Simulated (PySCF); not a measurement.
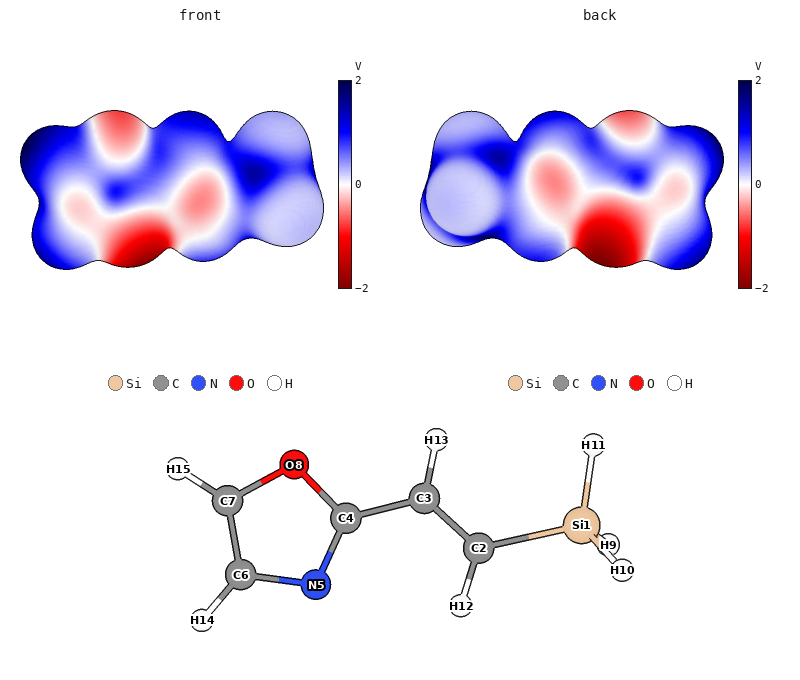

The picture shows: C5H7NOSi (SMILES [SiH3]/C=C/c1ncco1). The electrostatic potential painted on the density surface at 0.004 e/bohr³, seen from the front and from behind; red is negative and blue positive. The bare structure is drawn below in the same view.

Geometry: GFN2-xTB.

These are results of PBE0/pcSseg-1, SCF density, gas phase, non-relativistic in PySCF 2.14.0, not measurements.

```xyz
15

Si    3.1796    0.5011   -0.2820
C     1.4416   -0.1535   -0.0106
C     0.3221    0.5528   -0.1852
C    -0.9934    0.0130    0.0338
N    -1.3028   -1.1953    0.4196
C    -2.6588   -1.2183    0.4808
C    -3.1344    0.0055    0.1211
O    -2.0802    0.7934   -0.1647
H     3.8327   -0.3154   -1.3078
H     3.9192    0.3989    0.9782
H     3.1191    1.8975   -0.7170
H     1.3177   -1.1796    0.3116
H     0.3394    1.5854   -0.5054
H    -3.1902   -2.0993    0.7745
H    -4.1160    0.4218    0.0311
```

> Which sites attract a positive test charge, and which a negative one?

A positive charge is drawn to the negative regions and a negative charge to the positive ones. The most negative region (about −1.9 V) lies over N5, the most positive (about +1.9 V) over Si1 and H15. N5 is the likeliest acceptor of a hydrogen bond.
